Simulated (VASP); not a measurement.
## A VASP study of SnGe2 (PBEsol): structure first, properties next

What structure does SnGe2 take at this level, and what are its properties? The steps: rough relaxation of the start cell, relaxing cell and atoms (PBEsol), second relaxation, single point with fields (PBEsol), bands along the symmetry lines (PBEsol), total and projected DOS (PBEsol), band structure (PBEsol + SOC), band structure (TB-mBJ) and elastic constants (PBEsol). The cell is invented: it takes the structure of a Materials Project entry for CaGe2 (space group 166 there), with some of its atoms replaced by other elements, volume scaled by an estimate. It may not be a known or stable phase. The atoms of the start are displaced at random from the sites of a R-3m cell.

Main program and level: VASP 6.6.1; PBEsol; plane waves and PAW (Sn_d, Ge_d), in the first sound run; inputs show where later runs differ.

### Step 1. Starting point

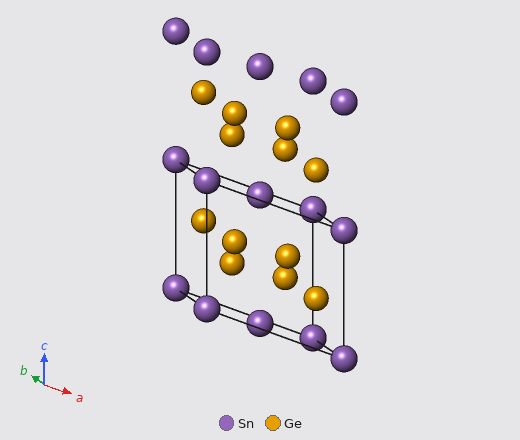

Start, viewed slightly off an axis; tin purple, germanium orange. 1×1×2 cells are drawn. This picture shows the conventional cell, with its axes. Some periodic images of atoms are drawn too.

### Step 2. Rough relaxation of the start cell

The start is only an estimate, so a cheap relaxation brings it near a minimum before any careful run. PBEsol restores the gradient expansion of exchange and is tuned for the cells of solids.

The input, INCAR:

```
SYSTEM = SnGe2
PREC = Normal
ENCUT = 410
EDIFF = 1E-05
NELM = 60
ISMEAR = 0
SIGMA = 0.05
LREAL = .FALSE.
ALGO = Fast
GGA = PS
NBANDS = 27
LORBIT = 11
LWAVE = .FALSE.
LCHARG = .FALSE.
IBRION = 2
NSW = 40
ISIF = 3
EDIFFG = -0.04
```

The input, POSCAR:

```
SnGe2
1.0
    2.0210840000      1.1668740000      5.3357840000
   -2.0210840000      1.1668740000      5.3357840000
    0.0000000000     -2.3337470000      5.3357840000
Sn Ge
1 2
Direct
   -0.0014010000      0.0005660000     -0.0028420000
    0.7980630000      0.7978230000      0.7988940000
    0.2020330000      0.2036130000      0.1996780000
```

The input, KPOINTS:

```
Automatic mesh
0
Gamma
5 5 5
0 0 0
```

Potentials, in the order of the species: Sn_d and Ge_d (PBE family, release 64).

Run with:

```bash
$ mpirun -np 1 vasp_std
```

Log:

```text
[banner, memory and clock lines left out]
running    1 mpi-ranks, on    1 nodes
 distrk:  each k-point on    1 cores,    1 groups
 distr:  one band on    1 cores,    1 groups

 POSCAR found type information on POSCAR SnGe
 POSCAR found :  2 types and       3 ions
|                                                                             |
|               ----> ADVICE to this user running VASP <----                  |
|                                                                             |
|     You enforced a specific xc type in the INCAR file but a different       |
|     [... a line on the potential file left out ...]
|     I HOPE YOU KNOW WHAT YOU ARE DOING!                                     |
|                                                                             |

 LDA part: xc-table for (Slater+PW92), standard interpolation
 POSCAR, INCAR and KPOINTS ok, starting setup
 FFT: planning ... GRIDC
 FFT: planning ... GRID_SOFT
 FFT: planning ... GRID
 WAVECAR not read
 entering main loop
       N       E                     dE             d eps       ncg     rms          rms(c)
DAV:   1     0.313751333339E+03    0.31375E+03   -0.19243E+04  3661   0.322E+03
DAV:   2     0.364090944681E+02   -0.27734E+03   -0.27250E+03  3418   0.614E+02
DAV:   3    -0.115099202717E+02   -0.47919E+02   -0.47494E+02  3866   0.182E+02
DAV:   4    -0.136444259365E+02   -0.21345E+01   -0.21302E+01  3866   0.454E+01
DAV:   5    -0.136964300286E+02   -0.52004E-01   -0.51999E-01  4387   0.705E+00    0.274E+00
RMM:   6    -0.135277204720E+02    0.16871E+00   -0.15656E-01  3766   0.287E+00    0.151E+00
RMM:   7    -0.135017775166E+02    0.25943E-01   -0.79153E-02  3748   0.215E+00    0.439E-01
RMM:   8    -0.134996781660E+02    0.20994E-02   -0.14611E-02  3897   0.111E+00    0.947E-02
RMM:   9    -0.134994608570E+02    0.21731E-03   -0.40358E-03  4149   0.555E-01    0.705E-02
RMM:  10    -0.134995201366E+02   -0.59280E-04   -0.11380E-03  4827   0.286E-01    0.289E-02
RMM:  11    -0.134995502919E+02   -0.30155E-04   -0.26786E-04  3912   0.114E-01    0.678E-03
RMM:  12    -0.134995556265E+02   -0.53346E-05   -0.66179E-05  3104   0.597E-02
   1 F= -.13499556E+02 E0= -.13498887E+02  d E =-.134996E+02
 curvature:   0.00 expect dE= 0.000E+00 dE for cont linesearch  0.000E+00
 trial: gam= 0.00000 g(F)=  0.109E-02 g(S)=  0.961E-01 ort = 0.000E+00 (trialstep = 0.100E+01)
 search vector abs. value=  0.972E-01
 bond charge predicted
       N       E                     dE             d eps       ncg     rms          rms(c)
DAV:   1    -0.157512642269E+02   -0.22517E+01   -0.34793E+01  4304   0.837E+01    0.864E+00
RMM:   2    -0.140121090307E+02    0.17392E+01   -0.28845E+00  3776   0.217E+01    0.411E+00
RMM:   3    -0.135626044239E+02    0.44950E+00   -0.10475E+00  3695   0.114E+01    0.944E-01
RMM:   4    -0.135394415157E+02    0.23163E-01   -0.15740E-01  4103   0.380E+00    0.493E-01
RMM:   5    -0.135431015432E+02   -0.36600E-02   -0.39964E-02  4535   0.161E+00    0.185E-01
RMM:   6    -0.135436681632E+02   -0.56662E-03   -0.10925E-02  4284   0.858E-01    0.548E-02
RMM:   7    -0.135440494747E+02   -0.38131E-03   -0.43515E-03  4726   0.445E-01    0.274E-02
RMM:   8    -0.135442258774E+02   -0.17640E-03   -0.19093E-03  3853   0.231E-01    0.223E-02
RMM:   9    -0.135443073190E+02   -0.81442E-04   -0.87982E-04  3316   0.165E-01    0.147E-02
RMM:  10    -0.135443560250E+02   -0.48706E-04   -0.54004E-04  3071   0.116E-01    0.148E-02
RMM:  11    -0.135443804952E+02   -0.24470E-04   -0.24545E-04  2933   0.719E-02    0.235E-02
RMM:  12    -0.135443870772E+02   -0.65820E-05   -0.13421E-04  2826   0.675E-02    0.128E-02
RMM:  13    -0.135443921870E+02   -0.51099E-05   -0.68616E-05  2803   0.372E-02
   2 F= -.13544392E+02 E0= -.13543448E+02  d E =-.448366E-01
[... from here on, the cycles between the ionic steps are left out ...]
   3 F= -.13544540E+02 E0= -.13543472E+02  d E =-.449846E-01
   4 F= -.13544544E+02 E0= -.13543526E+02  d E =-.449887E-01
   5 F= -.13556227E+02 E0= -.13555530E+02  d E =-.116823E-01
   6 F= -.13564615E+02 E0= -.13563250E+02  d E =-.200704E-01
   7 F= -.13567416E+02 E0= -.13566429E+02  d E =-.228715E-01
   8 F= -.13569245E+02 E0= -.13568014E+02  d E =-.247010E-01
   9 F= -.13569422E+02 E0= -.13568163E+02  d E =-.248781E-01
  10 F= -.13569523E+02 E0= -.13568295E+02  d E =-.249790E-01
  11 F= -.13569509E+02 E0= -.13568266E+02  d E =-.249642E-01
 curvature:  -1.20 expect dE=-0.472E-03 dE for cont linesearch -0.825E-04
 ZBRENT: accuracy reached
 trial: gam=-0.06356 g(F)=  0.246E-03 g(S)=  0.148E-03 ort = 0.106E-02 (trialstep = 0.153E+01)
 search vector abs. value=  0.325E-03
 bond charge predicted
       N       E                     dE             d eps       ncg     rms          rms(c)
DAV:   1    -0.135742035636E+02   -0.46977E-02   -0.15870E-01  4925   0.434E+00    0.396E-01
RMM:   2    -0.135709845646E+02    0.32190E-02   -0.69262E-03  3879   0.104E+00    0.214E-01
RMM:   3    -0.135697241563E+02    0.12604E-02   -0.30013E-03  3804   0.595E-01    0.343E-02
RMM:   4    -0.135697332922E+02   -0.91359E-05   -0.66233E-04  4290   0.249E-01    0.194E-02
RMM:   5    -0.135697504570E+02   -0.17165E-04   -0.21502E-04  4277   0.118E-01    0.155E-02
RMM:   6    -0.135697521987E+02   -0.17417E-05   -0.41418E-05  2946   0.574E-02
  12 F= -.13569752E+02 E0= -.13568574E+02  d E =-.243659E-03
 trial-energy change:   -0.000244  1 .order   -0.000314   -0.000500   -0.000128
 step:   2.0566(harm=  2.0566)  dis= 0.00307  next Energy=   -13.569845 (dE=-0.336E-03)
 reached required accuracy - stopping structural energy minimisation
```

Wall time 6 min (1 MPI rank of AMD EPYC 9R14 (Zen 4), shared host); peak memory 0.2 GiB.

The logs omit lines about the potential files and the build; timing stands in the text.

Parts of OUTCAR (step 2):

```text
ion  position               nearest neighbor table
   1  0.999  0.001  0.997-   3 3.13   3 3.13   3 3.13   2 3.15   2 3.16   2 3.16   2 3.21   3 3.25

  LATTYP: Found a trigonal (rhomboedric) cell.
 ALAT       =     5.8238274667
 COS(alpha) =     0.7591304623

 Subroutine GETGRP returns: Found  1 space group operations
 (whereof  1 operations were pure point group operations)

The static configuration has the point symmetry C_1 .

 Found     63 irreducible k-points:

   k-points           NKPTS =     63   k-points in BZ     NKDIM =     63   number of bands    NBANDS=     27

   dimension x,y,z NGX =    30 NGY =   30 NGZ =   30
   dimension x,y,z NGXF=    60 NGYF=   60 NGZF=   60

   ENCUT  =  410.0 eV  30.13 Ry    5.49 a.u.   9.62  9.62  9.62*2*pi/ulx,y,z

   NELECT =      42.0000    total number of electrons

 k-points in reciprocal lattice and weights: Automatic mesh
   0.00000000  0.00000000  0.00000000       0.008
   0.20000000  0.00000000  0.00000000       0.016
   0.00000000  0.20000000  0.00000000       0.016
   0.00000000  0.00000000  0.20000000       0.016
   0.40000000  0.00000000  0.00000000       0.016
   0.00000000  0.40000000  0.00000000       0.016
  -0.00000000 -0.00000000  0.40000000       0.016
   0.20000000  0.20000000  0.00000000       0.016
  -0.20000000  0.00000000 -0.20000000       0.016
[...]
0.40000000 -0.40000000  0.40000000       0.016
   0.40000000  0.40000000 -0.40000000       0.016

 average (electrostatic) potential at core
       1-100.3998       2 -72.4153       3 -72.4147

 E-fermi :   6.5387

 k-point     1 :       0.0000    0.0000    0.0000
  band No.  band energies     occupation
    ...
     16      -5.9589      2.00000
     17      -0.1807      2.00000
     18       0.0961      2.00000
     19       6.4229      1.99895
     20       6.4290      1.99808
     21       6.7671      0.00000
     22       8.9334      0.00000
     23       8.9474      0.00000
     24       9.4439      0.00000
     25      10.0676      0.00000
    ...

 k-point     2 :       0.2000    0.0000    0.0000
  band No.  band energies     occupation
    ...
     17      -0.3041      2.00000
     18       0.9155      2.00000
     19       3.1039      2.00000
     20       5.6641      2.00000
     21       5.8597      2.00000
     22       8.0074      0.00000
     23       8.1029      0.00000
     24      10.4829      0.00000
     25      10.9655      0.00000
     26      11.6853      0.00000
    ...

 k-point     3 :       0.0000    0.2000    0.0000
  band No.  band energies     occupation
    ...
     17      -0.3057      2.00000
     18       0.9174      2.00000
     19       3.1028      2.00000
     20       5.6654      2.00000
     21       5.8553      2.00000
     22       8.0103      0.00000
     23       8.1053      0.00000
     24      10.4843      0.00000
     25      10.9684      0.00000
     26      11.6827      0.00000
    ...

  Total        0.0413279      0.0527961     -0.0400743      0.0016726      0.0076357     -0.0028684
  in kB        0.9604816      1.2270076     -0.9313459      0.0388724      0.1774575     -0.0666636
  external PRESSURE =       0.4187144 kB  Pullay stress =       0.0000000 kB

  energy-cutoff  :      410.00
  volume of cell :       68.94
      direct lattice vectors                 reciprocal lattice vectors
     1.954891209  1.125727897  5.212433300     0.255854412  0.147796867  0.063972694
    -1.953512793  1.125852727  5.211869900    -0.255863425  0.147780528  0.064043889
     0.000797457 -2.258041879  5.213591306    -0.000018638 -0.295495774  0.063825137

 POSITION                                       TOTAL-FORCE (eV/Angst)
 -----------------------------------------------------------------------------------
      1.95263     -1.12773     10.41852         0.000743     -0.000729     -0.000586
      0.00033     -0.00305     12.40399        -0.003902      0.010597     -0.008453
     -0.00156      0.00243      3.22277         0.003159     -0.009868      0.009039
 -----------------------------------------------------------------------------------
    total drift:                               -0.000910      0.001051     -0.004611

  FREE ENERGIE OF THE ION-ELECTRON SYSTEM (eV)
  ---------------------------------------------------
  free  energy   TOTEN  =       -13.5697521987 eV

  energy  without entropy=      -13.5673965863  energy(sigma->0) =      -13.56857439

 reached required accuracy - stopping structural energy minimisation

 total charge
# of ion       s       p       d       tot
------------------------------------------
    1        1.312   0.851   9.991  12.154
    2        1.185   1.100  10.018  12.303
    3        1.185   1.101  10.018  12.304
--------------------------------------------------
tot          3.682   3.051  30.028  36.761

[... 3 further parts left out ...]
```

CONTCAR:

```
SnGe2
   1.00000000000000
     1.9548912087388430    1.1257278967420774    5.2124332995106357
    -1.9535127925635285    1.1258527270359850    5.2118698995168398
     0.0007974566003468   -2.2580418794954182    5.2135913058523755
  Sn              Ge
     1     2
Direct
     0.9994158246883693    0.0009789325817946    0.9981659201233761
     0.7931506440510409    0.7938660595205008    0.7925867699559821
     0.2061285312605877    0.2071570078977021    0.2049773099206364
```

The k-mesh is coarse for a metal. This relaxation is a rough one on cheap settings, only to bring the start near its minimum. The PAW data sets were made with PBE, which is usual practice but a small mismatch for other functionals. After so large a change of volume the plane waves of the start cell no longer fit, so the final stress carries a basis-set error.

Relaxation path:

```csv
step,energy less that of the first step (eV),largest force (eV/Å),pressure (GPa),volume (Å³)
1,0.0000,0.1159,-2.99,75.50
2,-0.0448,0.4215,0.37,70.48
3,-0.0450,0.4067,-0.06,70.83
4,-0.0450,0.3993,0.10,70.68
5,-0.0567,0.2752,0.10,70.16
6,-0.0651,0.1640,0.00,69.48
7,-0.0679,0.0767,0.12,68.12
8,-0.0697,0.0452,0.03,68.54
9,-0.0699,0.0613,0.26,68.82
10,-0.0700,0.0338,0.13,68.71
11,-0.0700,0.0544,0.06,68.76
12,-0.0702,0.0141,0.04,68.94
```

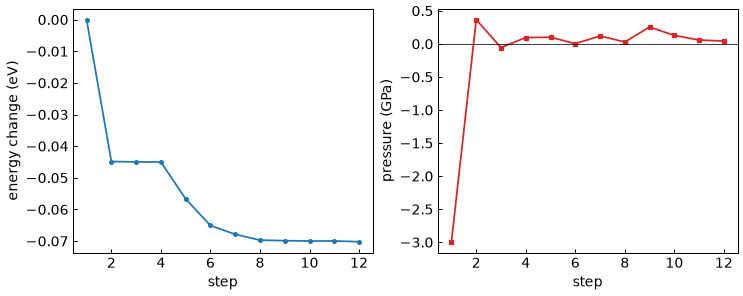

Energy and pressure along the relaxation.

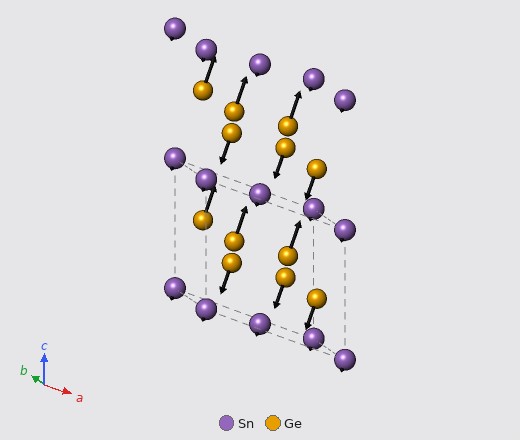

Displacements in the relaxation, exaggerated, measured against the changing cell; the longest in the cell stands for 0.08 Å. 1×1×2 conventional cells are drawn. Some periodic images of atoms are drawn too.

```csv
cell as run,before,after,change
a (Å),5.824,5.680,-2.5 %
b (Å),5.824,5.679,-2.5 %
c (Å),5.824,5.682,-2.4 %
α (°),40.61,40.24,-0.9 %
β (°),40.61,40.23,-0.9 %
γ (°),40.61,40.25,-0.9 %
volume (Å³/atom),25.17,22.98,-8.7 %
```

The atoms that moved most (Å, as changes of fractional coordinates times the final cell):

```csv
atom,dx,dy,dz,length
Ge2,-0.002,0.004,-0.079,0.079
Ge3,0.001,-0.003,0.067,0.068
Sn1,0.001,-0.001,0.012,0.012
```

The relaxed structure:

```xyz
3
Lattice="1.9549 1.1257 5.2124 -1.9535 1.1259 5.2119 0.0008 -2.2580 5.2136" Properties=species:S:1:pos:R:3 pbc="T T T"
Sn   -0.0031    0.0046   -0.0075
Ge    0.0003   -0.0030   12.4040
Ge   -0.0016    0.0024    3.2228
```

This step gave:

- electrons: 42
- bands: 27
- irreducible k points: 63
- symmetry operations: 1
- free energy (TOTEN): -13.57 eV
- energy at zero smearing: -13.57 eV
- Fermi energy: 6.539 eV
- pressure: 0.04187 GPa
- metallic: yes
- SCF cycles over all ionic steps: 90

It ends with a largest force of 0.014 eV/Å and a pressure of 0.04 GPa.

(Continued in part 2 of 5.)

[Lines on the potential files, build, host, timing and source positions are cut from VASP's logs without a mark.]

[Logs are printed without paths, hosts, clocks, repeated set-up lines and the standing remarks that a program may print on its own settings, such as how far it seeks lower states.]

[Hosts, paths, dates, database ids (printed as entryN), source tags and the programs' standing remarks are cut or masked in the printed files.]

[A measured line is paired with the nearest computed mode of its activity, which favours agreement.]

[In band tables of VASP the shares of atoms and orbitals are scaled to a sum of 1 inside the atoms' spheres.]
